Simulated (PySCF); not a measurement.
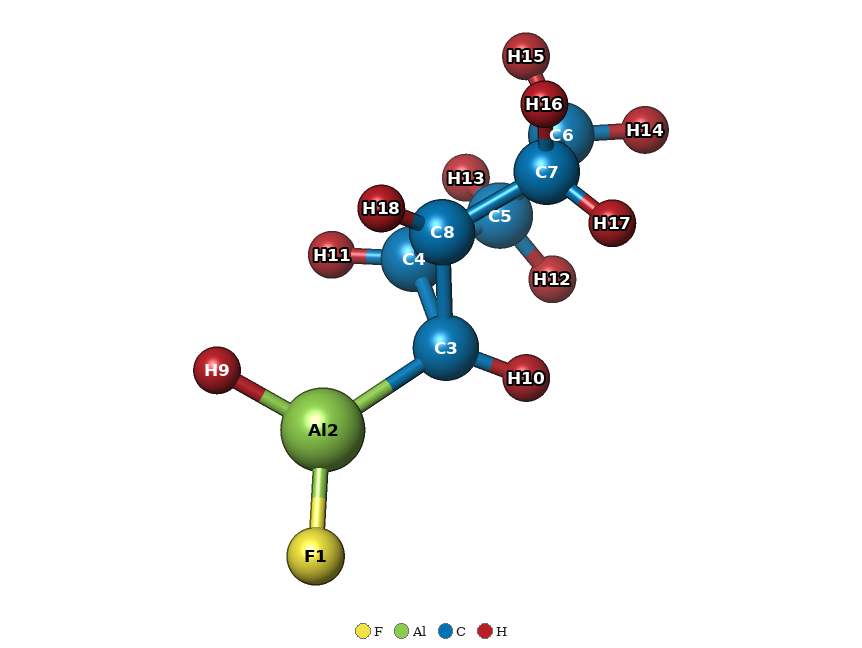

The computed structure is the end point of a GFN2-xTB optimisation. No frequency run is at hand to confirm it as a minimum. Electric field gradients from the ground-state density, PBE0/pcSseg-1 (PySCF 2.14.0), non-relativistic apart from any core potentials.

Give the largest field-gradient component, the quadrupole coupling constant and the asymmetry for 27Al at Al2 (Q = 146.6 mb), 2H at H9 (Q = 2.86 mb), 2H at H10 (Q = 2.86 mb).

```tsv
atom	V_zz (a.u.)	e²qQ/h (MHz)	η
Al2	1.268	43.7	0.31
H9	0.136	0.092	0.04
H10	0.315	0.212	0.05
```

The geometry is semi-empirical. Around Al such bond lengths and angles can be off by a tenth of an ångström or more and by several degrees, and values that hang on the shape move with them.
